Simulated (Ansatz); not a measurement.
# K(110) slab, 5 layers: phonons and vibrational spectra

Aim: the phonons of K(110) slab, 5 layers at a cell relaxed beforehand at this level. After the zone centre comes a 2×2×1 q mesh on a 8×8×1 k mesh.

Main program and level: Ansatz 0.2.0; DFT PBEsol, scalar-relativistic, plane waves, PAW.

**1. Starting point**

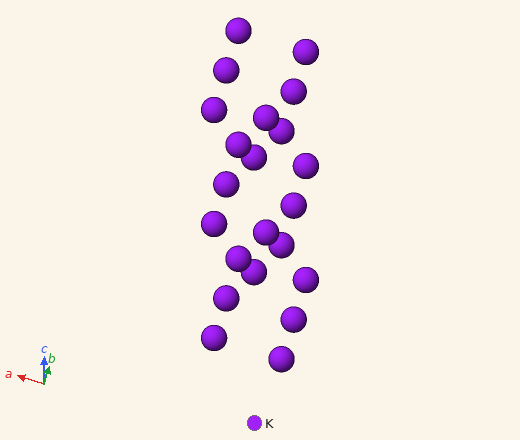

Start, viewed from a free direction; potassium purple. 1×2×1 cells are drawn. Some periodic images of atoms are drawn too.

The cell holds 5 atoms: 5 K. Its edges and angles: a = 4.507 Å, b = 4.507 Å, c = 53.498 Å, α = 90.0°, β = 90.0°, γ = 66.9°. Vacuum lies along c.

**2. Modes at Γ**

The cell comes from relaxations at this level that are not shown. The zone centre comes first: it holds the modes that light can see, as far as symmetry allows. No field response is asked, since the mesh shows no gap.

The input, input.yaml:

```yaml
crystal:
  lattice:
    - [2.4828484908, 3.7611690649, 0.0]
    - [-2.4828484908, 3.7611690649, 0.0]
    - [0.0, 0.0, 53.498429536]
  atoms:
    - { symbol: K, position: [0.0, 0.0, 0.1203417947] }
    - { symbol: K, position: [0.5, 0.5, 0.18986689] }
    - { symbol: K, position: [0.0, 0.0, 0.2602809114] }
    - { symbol: K, position: [0.5, 0.5, 0.3306949329] }
    - { symbol: K, position: [0.0, 0.0, 0.4002200282] }
  periodic: [true, true, false]
kpoints:
  mp_grid: { grid: [8, 8, 1] }
hamiltonian:
  xc: pbesol
scf:
  occupations: { method: methfessel_paxton, width: 0.15 }
output:
  eigenvalues: true
phonons:
  method: dfpt
```

Started as:

```sh
ansatz run input.yaml --threads 8 --pin off --max-ram 14336MiB --backend cpu --events-out ev --progress --plain --runs-dir out
```

Numbers of over 12 decimals in the logs are rounded to 6 here.

Log:

```text
Warning: crystal.symmetry: narrowed to the stabiliser of the run's FFT grids — unitary ops 8 → 4. A phonons.method: dfpt run fills in the rows of the dynamical matrix that it does not solve by its symmetry operations, which is exact only for operations that map its FFT grids onto themselves: filled in by any other, the frequencies could depend on the order in which like atoms are typed, or, by more than the grids' own error, on where the crystal sits among the grids' points. Excluded: 4 operations. The run can therefore solve more perturbations, solve them on more k-points, or both, and cost more. [rest of the remark cut]
Engine: ansatz 0.2.0, aarch64-unknown-linux-gnu
Pseudopotentials: kind: paw
Pseudopotential: K, paw, valence charge 9, recommended cutoff 420 eV (normal), K.paw.azcp
Functional definition: PBEsol
  exchange = pbesol_x
  correlation = pbesol_c
Crystal: 5 atoms, lattice volume = 999.181 Å³
Basis set: ecut = 420 eV, 19631 PW (Γ), exchange–correlation on 64×64×720 points (8 copies of the dense FFT grid, shifted against one another)
Bands: 28, of which v1, the nominal top of the filled ones, is band 23 counted from 1 (22 counted from 0)
Symmetry: 8 space group operations
k-points: 21 of 64 (irreducible under 4 space group operations)
Non-local potential: K, projectors of the file, l = 0: 3, l = 1: 2, l = 2: 2
PAW form: soft (Blöchl's): semilocal exchange-correlation on the pseudo side does not see the compensation charge
PAW frozen core: K, regenerated for the run's functional, and the local potential with it (the file was generated under x = pbe(κ = 0.804, μ = 0.219515), c = pbe(β = 0.066725))
PAW one-centre angular grid: K, 110 points (default); XC on 64 Gauss nodes
Initial density: superposition of atomic densities (neutral atoms: chi_scale 0, normalization atom), corrected by the library's trained network
Initial wavefunctions: pseudopotential atomic-orbital guess
Functional: x = pbesol(κ = 0.804, μ = 0.123457), c = pbesol(β = 0.046)
SCF iter   1: F=—  HF=-7579.869064 eV  |F-HF|=—  |Δ(HF+E_count)|=         —  Δρ=9.14e-4  dr2=3.19e-1  ethr=1.77e-3  ⟨swp⟩=16.5  Hψ=4317  notcnv=0
preconditioner: auto → LDOS  [metal: Δε(μ)=0.039 eV  Ē_g=1.888 eV  σ=0.150 eV  W_gap=0.21  n_scr=70 (ndim 8)  ℏωp=2.6 eV  f_vac=0.615  D(μ)=4.03/eV (n_scr^D=14)  β→1.0]
SCF iter   2: F=—  HF=-7579.853930 eV  |F-HF|=—  |Δ(HF+E_count)|=   1.51e-2  S|Δr|=    0.00e0  Δρ=2.85e-4  dr2=2.91e-3  ethr=7.09e-4  ⟨swp⟩=1.3  Hψ=762  notcnv=0  defer=1
SCF iter   3: F=—  HF=-7579.853824 eV  |F-HF|=—  |Δ(HF+E_count)|=   1.06e-4  S|Δr|=    0.00e0  Δρ=1.15e-4  dr2=2.30e-4  ethr=6.47e-6  ⟨swp⟩=3.0  Hψ=1005  notcnv=0
SCF iter   4: F=—  HF=-7579.853852 eV  |F-HF|=—  |Δ(HF+E_count)|=   2.86e-5  S|Δr|=    0.00e0  Δρ=8.01e-5  dr2=9.02e-5  ethr=5.11e-7  ⟨swp⟩=2.0  Hψ=952  notcnv=0
SCF iter   5: F=—  HF=-7579.853834 eV  |F-HF|=—  |Δ(HF+E_count)|=   1.77e-5  S|Δr|=    0.00e0  Δρ=1.91e-5  dr2=5.33e-6  ethr=2.01e-7  ⟨swp⟩=2.0  Hψ=909  notcnv=0
SCF iter   6: F=—  HF=-7579.853835 eV  |F-HF|=—  |Δ(HF+E_count)|=   1.01e-6  S|Δr|=    0.00e0  Δρ=3.85e-6  dr2=3.51e-7  ethr=1.18e-8  ⟨swp⟩=2.5  Hψ=1005  notcnv=0
SCF iter   7: F=—  HF=-7579.853937 eV  |F-HF|=—  |Δ(HF+E_count)|=   1.02e-4  S|Δr|=    0.00e0  Δρ=2.20e-6  dr2=7.29e-8  ethr=7.80e-10  ⟨swp⟩=2.5  Hψ=1035  notcnv=0
SCF iter   8: F=—  HF=-7579.853937 eV  |F-HF|=—  |Δ(HF+E_count)|=   6.46e-9  S|Δr|=    0.00e0  Δρ=8.29e-7  dr2=8.96e-9  ethr=1.62e-10  ⟨swp⟩=2.3  Hψ=921  notcnv=0
SCF iter   9: F=—  HF=-7579.853937 eV  |F-HF|=—  |Δ(HF+E_count)|=   1.83e-9  S|Δr|=    0.00e0  Δρ=1.79e-7  dr2=6.14e-10  ethr=1.99e-11  ⟨swp⟩=2.1  Hψ=1059  notcnv=0
SCF iter  10: F=—  HF=-7579.853937 eV  |F-HF|=—  |Δ(HF+E_count)|=  4.14e-10  S|Δr|=    0.00e0  Δρ=5.02e-8  dr2=4.04e-11  ethr=1.36e-12  ⟨swp⟩=2.2  Hψ=967  notcnv=0
SCF iter  11: F=-7579.853937 eV  HF=-7579.853937 eV  |F-HF|=1.55e-11  |Δ(HF+E_count)|=  3.00e-11  S|Δr|=    0.00e0  Δρ=1.26e-8  dr2=2.24e-12  ethr=1.00e-12  ⟨swp⟩=15.0  Hψ=3490  notcnv=0
SCF 1 converged in 11 iterations: F = -7579.853937 eV  dr2 = 2.24e-12
  greatest PAW one-centre occupation: 0.987 electrons in one spin orbital (limit 2), on the K atom at site 4 (counted from 0), in its partial waves of l = 0
DFPT response loops at Γ: preconditioner auto → none (partly filled bands, converged f_vac=0.617); β = 0.50; Broyden in place of MSR1
SCF converged after 11 iterations
Stability not checked: this state was not tested for a lower state beside it, because cold or Methfessel-Paxton smearing, or corrected tetrahedra, fill the levels in a way that the test cannot read (fill_not_monotonic; see scf.lower_state_search)
Free energy (F): -7579.853937 eV
Harris-Foulkes:  -7579.853937 eV  (|F-HF|=1.55e-11)
Internal energy: -7579.855144 eV  (E = F + TS)
E sigma→0 (E₀):  -7579.854239 eV
Entropy (-TS):   0.001207 eV (0.241 meV/atom)
Fermi energy:    -2.419195 eV
--- Per-component energies (eV) ---
  E_band       = -901.504509
  E_kinetic    = 1259.500697
  E_local      = -74671.823820  (includes V_loc(G=0)·N_el)
  E_nonlocal   = 69.241385
  E_hartree    = 36698.363415
  E_xc         = -659.617057
  E_vxc        = -808.028794  (∫ρ·V_xc dr)
  E_paw        = -3809.090127  (= ΣΔE_a)
  E_vpaw       = -147.120647  (= ΣTr[D̂ρ^β])
  E_aug_tail   = -0.000016  (compensation charges beyond the density's cutoff)
  E_ewald      = 33533.030954
  E_core_change = 0.539426  (= ΣΔE_core)
  E_smearing   = 0.001207  (= −TS)
  E_closure    = 0.000000  (closes the sum)
  Σ components = -7579.853937   (vs F -7579.853937, Δ=0.00e0)
--- Band table (eV; the first three rows and the last of 21) ---
  k-point 0: bands = [... 19 lower, -17.8970, -4.5742, -4.3295, -3.8981, -3.3202, -2.6585, -1.8452 (-1.8453°), -1.3256, ... 1 higher]
  k-point 1: bands = [... 19 lower, -17.9008, -4.4166, -4.1742, -3.7463, -3.1721, -2.5129, -1.7541 (-1.7541°), -1.2045, ... 1 higher]
  k-point 2: bands = [... 19 lower, -17.9039, -3.9571, -3.7226, -3.3064, -2.7450, -2.0976, -1.4824, -0.8799, ... 1 higher]
  k-point 20: bands = [... 19 lower, -17.9063, -2.0009, -1.8030, -1.7492, -1.6856, -1.4523, -1.3466, -1.1305, ... 1 higher]
  ° read free of the cell's end (the report's vacuum.weakly_bound_levels)
--- Phonons (Γ-DFPT): 15 representative perturbations + reference, on 21 of 64 k-points (Σ response iterations 82) ---
  ASR residual: 4.733e-5 → 0.000e0 eV/Å²; symmetrization residual: 1.282e-5 eV/Å²
  The last average, over the group as it would stand without the narrowing to the FFT grids, took up to 2.505e-6 eV/Å² of the zone centre's force constants
  ASR residual per site (eV/Å²): 2.92e-5 3.49e-5 4.73e-5 3.09e-5 2.44e-5
  Γ frequencies (cm⁻¹): -7.14 -5.93 -4.02 -1.80 0.00 0.00 0.00 14.96 24.46 29.18 40.31 46.22 47.31 65.27 75.84
  non-analytic LO–TO correction: not included (Born effective charges unavailable; polar crystals: no LO–TO splitting at Γ)
```

Elapsed: 3.2 min, on 8 threads of Arm Neoverse V2, shared host; peak memory 3.4 GiB; 24 min of CPU time.

The column dr2 measures how far the density is from self-consistency, as an energy; F and HF (Harris–Foulkes) agree once it is small.

This step gave:

* gap on the k-mesh: 0 eV
* sum-rule residual before enforcement: 4.73e-5 eV/Å²
* point group: mmm
* area per atom: 3.735 Å²
* highest optical mode at the zone centre (no LO-TO term): 75.84 cm⁻¹
* lowest optical zone-centre mode: -7.14 cm⁻¹

Patterns of degenerate modes are one choice out of their space. Modes at Γ (negative means imaginary):

| mode | frequency (cm⁻¹) | symmetry |
| --- | --- | --- |
| 1 | -7.1 | B2u |
| 2 | -5.9 | B3g |
| 3 | -4.0 | B2u |
| 4 | -1.8 | B3g |
| 5 | 0.0 | acoustic |
| 6 | 0.0 | acoustic |
| 7 | 0.0 | acoustic |
| 8 | 15.0 | B2g |
| 9 | 24.5 | Ag |
| 10 | 29.2 | B3u |
| 11 | 40.3 | B2g |
| 12 | 46.2 | B3u |
| 13 | 47.3 | B1u |
| 14 | 65.3 | Ag |
| 15 | 75.8 | B1u |

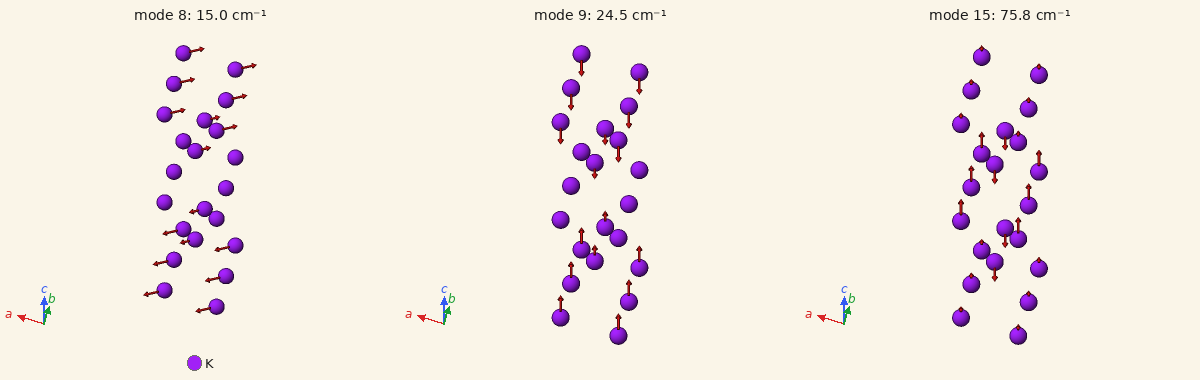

Displacement patterns of modes 8, 9 and 15 at Γ; arrows are exaggerated. 1×2×1 cells are drawn. Some periodic images of atoms are drawn too.

Before it was imposed, the acoustic sum rule was missed by 4.7e-5 eV/Å². Small misses are needed for a sound result but don't prove that mesh and cutoff are converged. The lowest optical mode is slightly imaginary, 7.1i cm⁻¹, too near zero to call.

**3. Response at finite wavevector**

Stability and thermal properties need the whole zone. Linear response on a 2×2×1 q mesh gives force constants as far as a supercell of that size would.

input.yaml, as its differences from that of step 2:

```diff
@@ -22 +22,6 @@
   method: dfpt
+  qmesh: [2, 2, 1]
+  temperatures: { t_max: 1000, t_step: 50 }
+  qpath:
+    path: [[0.0, 0.0, 0.0], [0.5, 0.5, 0.0], [0.64105815, 0.35894185, 0.0]]
+    npoints: 10
```

Log:

```text
[...]
Crystal: 5 atoms, lattice volume = 999.181 Å³
Basis set: ecut = 420 eV, 19631 PW (Γ), exchange–correlation on 64×64×720 points (8 copies of the dense FFT grid, shifted against one another)
Bands: 28, of which v1, the nominal top of the filled ones, is band 23 counted from 1 (22 counted from 0)
[... 1 set-up line as in the run before ...]
k-points: 21 of 64 (irreducible under 4 space group operations)
[...]
SCF iter   1: F=—  HF=-7579.869064 eV  |F-HF|=—  |Δ(HF+E_count)|=         —  Δρ=9.14e-4  dr2=3.19e-1  ethr=1.77e-3  ⟨swp⟩=16.5  Hψ=4317  notcnv=0
[...]
SCF iter  11: F=-7579.853937 eV  HF=-7579.853937 eV  |F-HF|=1.55e-11  |Δ(HF+E_count)|=  3.00e-11  S|Δr|=    0.00e0  Δρ=1.26e-8  dr2=2.24e-12  ethr=1.00e-12  ⟨swp⟩=15.0  Hψ=3490  notcnv=0
SCF 1 converged in 11 iterations: F = -7579.853937 eV  dr2 = 2.24e-12
[...]
phonons: the bands overlap, so this run is a metal and interpolates without the dipole-dipole term. If the crystal is really an insulator or semiconductor, its LO-TO splitting is missing
NSCF: frozen V_eff on 21 k-points
WARN: eigensolver did not converge in 5 slots of this pass, the one above among them; of largest residual over every band (k=10): 1 band(s) unlocked (lowest unlocked band 27, counted from 0; max residual 1.95e-4 eV among the unlocked bands, 1.95e-4 eV over every band); of lowest unlocked band (k=8): band 27
[...]
DFPT response loops at q = (0, 0, 0) (fractional): preconditioner auto → none (partly filled bands, converged f_vac=0.617); β = 0.50; Broyden in place of MSR1
[...]
SCF converged after 11 iterations
[...]
Free energy (F): -7579.853937 eV
[...]
Internal energy: -7579.855144 eV  (E = F + TS)
E sigma→0 (E₀):  -7579.854239 eV
Entropy (-TS):   0.001207 eV (0.241 meV/atom)
Fermi energy:    -2.419195 eV
[...]
--- Band table (eV; the first three rows and the last of 21) ---
  k-point 0: bands = [... 19 lower, -17.8970, -4.5742, -4.3295, -3.8981, -3.3202, -2.6585, -1.8452 (-1.8453°), -1.3256, ... 1 higher]
  k-point 1: bands = [... 19 lower, -17.9008, -4.4166, -4.1742, -3.7463, -3.1721, -2.5129, -1.7541 (-1.7541°), -1.2045, ... 1 higher]
  k-point 2: bands = [... 19 lower, -17.9039, -3.9571, -3.7226, -3.3064, -2.7450, -2.0976, -1.4824, -0.8799, ... 1 higher]
  k-point 20: bands = [... 19 lower, -17.9063, -2.0009, -1.8030, -1.7492, -1.6856, -1.4523, -1.3466, -1.1305, ... 1 higher]
  ° read free of the cell's end (the report's vacuum.weakly_bound_levels)
--- Phonons (Γ-DFPT): 15 representative perturbations + reference (Σ response iterations 82) ---
  ASR residual: 4.510e-5 → 0.000e0 eV/Å²; symmetrization residual: 1.281e-5 eV/Å²
[...]
ASR residual per site (eV/Å²): 2.91e-5 3.29e-5 4.51e-5 2.88e-5 2.42e-5
[...]
--- Phonons (arbitrary-q DFPT): 3 irreducible q on the 2×2×1 mesh ---
  q = [0.0000, 0.0000, 0.0000] (star 1, of the zone-centre solve; hermiticity 5.54e-5, symmetrization 5.84e-13, taken by the last average 5.42e-6): -7.14 -5.93 -4.02 -1.80 -0.00 0.00 0.00 14.96 24.46 29.18 40.31 46.22 47.31 65.27 75.84
  q = [0.0000, -0.5000, 0.0000] (star 2, 15 solved perturbations on 34 of 64 k-point pairs; hermiticity 4.13e-5, symmetrization 1.09e-6, taken by the last average 5.57e-6): 22.46 24.93 28.26 29.77 34.30 44.20 44.84 53.42 53.71 55.14 74.83 75.36 77.78 79.48 80.90
[...]
sum rule: each row above includes the acoustic sum rule's correction from the zone centre's row sums; it moved no ω² by more than (0.56 cm⁻¹)²
  mesh force constants: q→R imaginary residual 1.09e-17; ASR residual 4.510e-5 → 0.000e0 eV/Å²; symmetrization residual 4.441e-16 eV/Å²
  interpolated dispersion: 21 rows × 15 modes
  density of states and harmonic sums: on the 16×16×1 q-mesh, interpolated from the force constants of a 2×2×1 supercell (no non-analytic term)
  largest difference from the sums on the solved wave vectors: F 5.22e-1 eV, S 6.81e-4 and C_V 1.60e-4 eV/K
  zero-point energy: 0.046265 eV/cell   skipped modes (ω ≤ 0): 19, of them read as no rigid motion or as one in doubt: 16 (1.367e-1 modes/cell left out, lowest -9.30 cm⁻¹)   left out of the sums: 9.90e-3 of the cell's modes: C_V's classical limit lies that fraction below 3 k_B per atom; for a crystal, a wire or a layer, F and S can be off by more, and a phonons.interpolated_qmesh denser along its periods is the remedy for the sampling
```

The job ended after 11 min (8 threads; peak memory 4.5 GiB; 83 min of CPU time).

This step gave:

- sum-rule residual before enforcement: 4.51e-5 eV/Å²
- lowest frequency on the path: -9.298 cm⁻¹
- highest frequency on the path or at a solved wavevector: 80.9 cm⁻¹
- lowest mode on the q mesh (acoustic modes at Γ apart): -9.3 cm⁻¹

Frequencies (cm⁻¹) solved at each irreducible wavevector; negative means imaginary. Frequencies by wavevector, by row:

```csv
q in reciprocal lattice units,star,mode 1,mode 2,mode 3,mode 4,mode 13,mode 14,mode 15
0 0 0,1,-7.1,-5.9,-4,-1.8,47.3,65.3,75.8
0 -0.5 0,2,22.5,24.9,28.3,29.8,77.8,79.5,80.9
-0.5 -0.5 0,1,-9.3,20.1,44.3,48.8,79.3,80.6,80.8
```

Interpolated from a 2×2×1 q mesh. The phonon branches at the labelled points (cm⁻¹):

| point | branch 1 | branch 2 | branch 3 | branch 4 | branch 12 | branch 13 | branch 14 | branch 15 |
| --- | --- | --- | --- | --- | --- | --- | --- | --- |
| Γ | -7 | -6 | -4 | -2 | 46 | 47 | 65 | 76 |
| Y | -9 | 20 | 44 | 49 | 78 | 79 | 81 | 81 |
| C0 | 27 | 28 | 37 | 49 | 72 | 73 | 73 | 74 |

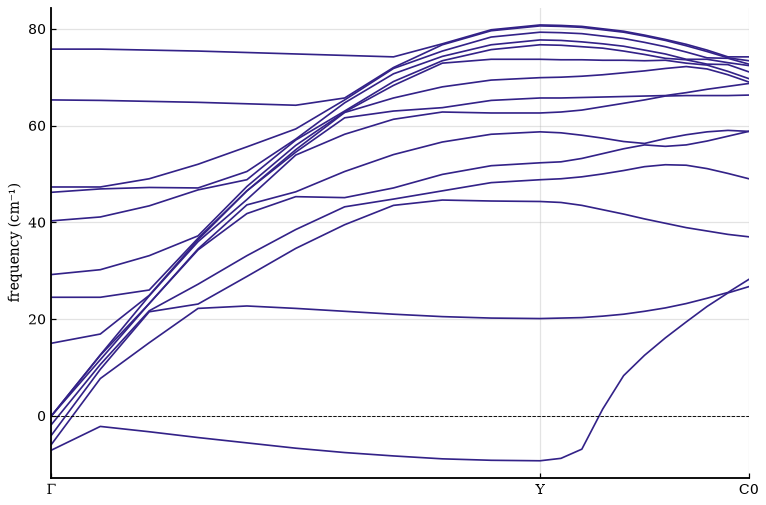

Phonon branches along the path.

The phonon density of states has structure finer than the step of the table below, so its rows give means over 5 cm⁻¹, whole bins alone (the curve runs from -9.5 to 81.5 cm⁻¹). Peaks (cm⁻¹: height): 53.5: 0.272, 65.5: 0.342, 74.5: 0.598.

Tetrahedra on a 16×16×1 mesh, mean over bins of 1 cm-1. Interpolated from a 2×2×1 q mesh. Table of phonon density of states by wavenumber; means over each step:

```
wavenumber (cm⁻¹)  phonon density of states (1/cm⁻¹/cell)
               -5                                  0.0140
                0                                  0.0148
                5                                  0.0206
               10                                  0.0347
               15                                  0.0622
               20                                   0.150
               25                                   0.192
               30                                   0.212
               35                                   0.187
               40                                   0.199
               45                                   0.231
               50                                   0.233
               55                                   0.255
               60                                   0.192
               65                                   0.247
               70                                   0.248
               75                                   0.418
```

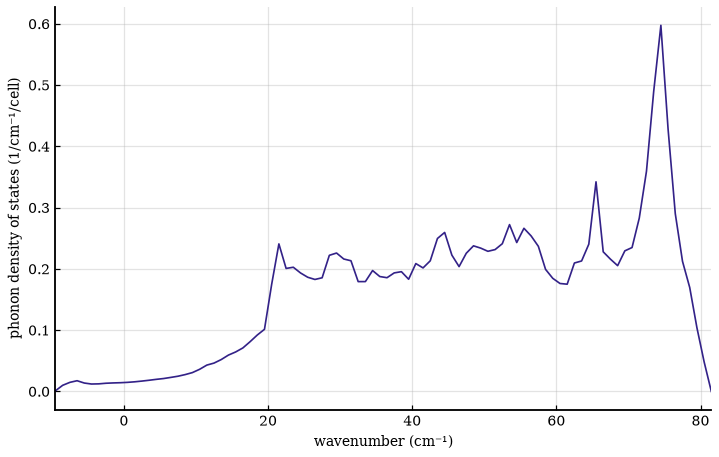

Phonon density of states, plotted against wavenumber.

Symmetry leaves 3 wavevectors to solve. The lowest mode among them, the acoustic zeros apart, lies at q = (-0.5, -0.5, 0) and is slightly imaginary, 9.3i cm⁻¹, too near zero to call.

**4. Results**

| Item | Value |
| --- | --- |
| space group (within 0.01 Å) | Cmmm |
| area per atom | 3.73 Å² |
| electronic character | no gap on this mesh |
| highest optical mode at the zone centre (no LO-TO term) | 75.8 cm⁻¹ |
| lowest optical zone-centre mode | -7.1 cm⁻¹ |
| lowest mode on the q mesh (acoustic modes at Γ apart) | -9.3 cm⁻¹ |
| highest frequency on the path or at a solved wavevector | 80.9 cm⁻¹ |
| imaginary modes on the 2×2×1 q mesh | one or more, weakly |

**Reading.** No mode is clearly imaginary at the 3 irreducible wavevectors solved, but the lowest, 9.3i cm⁻¹, is too near zero to call. The optical modes at Γ span -7 to 76 cm⁻¹ (negative means imaginary). With no gap, or one that is small against the smearing, the frequencies hang on the k mesh and the smearing, most of all near Kohn anomalies. In a sheet or slab the interpolated bending branch near Γ is rough, since the rotational sum rule isn't imposed. An optical mode within 15 cm⁻¹ of zero is at the mercy of small errors in the force constants, and even its sign is uncertain. A phonon run warned that its eigensolver left some bands unconverged in a pass. The starting cell was built on a prototype and not taken from a measurement. These are harmonic frequencies at zero temperature: anharmonic shifts, linewidths and thermal expansion are left out.

[Logs are printed without paths, hosts, clocks, repeated set-up lines and the standing remarks that a program may print on its own settings, such as how far it seeks lower states.]

[Hosts, paths, dates, database ids (printed as entryN), source tags and the programs' standing remarks are cut or masked in the printed files.]
